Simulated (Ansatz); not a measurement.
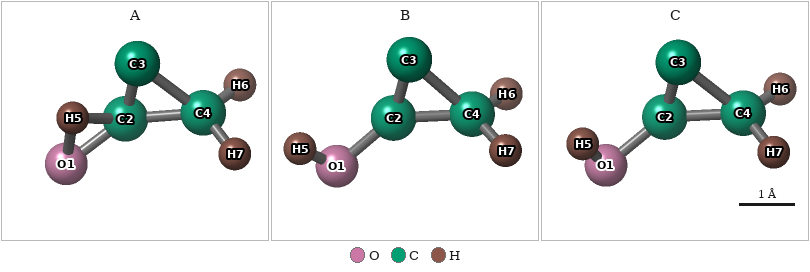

3 geometries from a converged minimum-energy path of C₃H₃O (charge −1), shuffled. Style: ball-and-stick. Shown at a tilt.

Level of theory: Ansatz, RKS PBE/def2-SVP. Set-up: 9 movable images; climbing image; force threshold 0.05 eV/Å; iteration limit 60; starting path through a guess of the saddle point.

Q: Which frame is the top of the path?

A: A. In order along the path, whose images run from 0 to 10: A (image 6, +81.3 kcal/mol), C (image 8, +51.7 kcal/mol), B (image 9, +46.2 kcal/mol). A hydrogen atom shifts from one atom to another. Breaking: C3–H5 (1.10 → 1.55 at the top → 2.73 Å). Forming: O1–H5 (3.47 → 1.33 at the top → 0.98 Å).

Limits of the set-up: the basis has no diffuse functions, which an anion needs.
